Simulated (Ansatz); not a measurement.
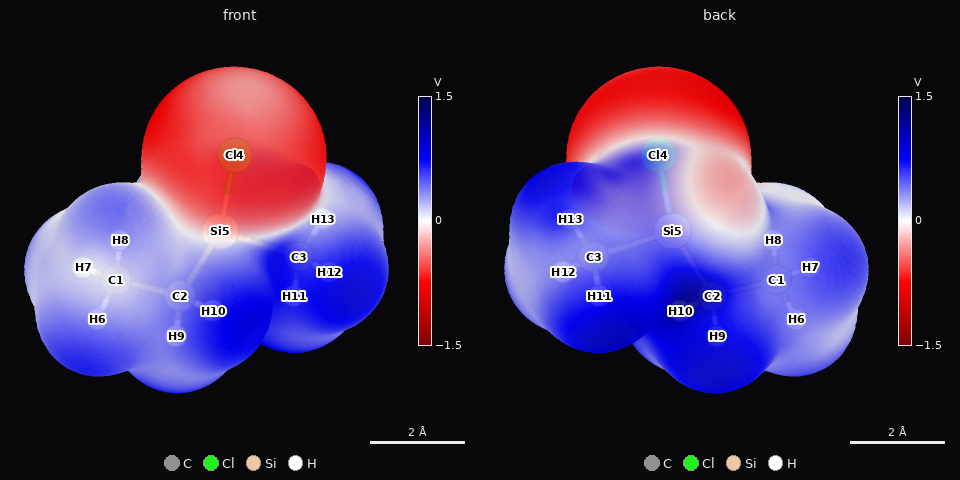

The picture shows: C3H8ClSi (doublet). The electrostatic potential painted on the density surface at 0.002 e/bohr³, seen from the front and from behind; the colour scale runs from red (negative) to blue (positive).

Geometry: B3LYP/6-31G*.

All numbers below come from isolated molecule in a Gaussian basis; Kohn-Sham density functional theory, functional PBE0 in Ansatz 0.2.0.

```yaml
atoms:
  - { symbol: C, position_ang: [-1.0545, 1.5108, -2.2508] }
  - { symbol: C, position_ang: [-0.4197, 0.5714, -1.2140] }
  - { symbol: C, position_ang: [1.8945, -1.3761, -0.3667] }
  - { symbol: Cl, position_ang: [2.6290, 1.2265, -2.1520] }
  - { symbol: Si, position_ang: [1.2010, -0.2740, -1.7434] }
  - { symbol: H, position_ang: [-1.9712, 1.9671, -1.8590] }
  - { symbol: H, position_ang: [-1.3170, 0.9741, -3.1694] }
  - { symbol: H, position_ang: [-0.3699, 2.3206, -2.5240] }
  - { symbol: H, position_ang: [-1.1204, -0.2320, -0.9449] }
  - { symbol: H, position_ang: [-0.2077, 1.1181, -0.2824] }
  - { symbol: H, position_ang: [1.1865, -2.1806, -0.1350] }
  - { symbol: H, position_ang: [2.0654, -0.7925, 0.5471] }
  - { symbol: H, position_ang: [2.8439, -1.8311, -0.6651] }
```

Question: Describe the electrostatic potential map.

Answer: The most negative region (about −0.8 V) lies over Cl4, the most positive (about +1.1 V) over Si5.

Question: How polar is the molecule by this calculation?

Answer: Its dipole moment is 2.39 D.
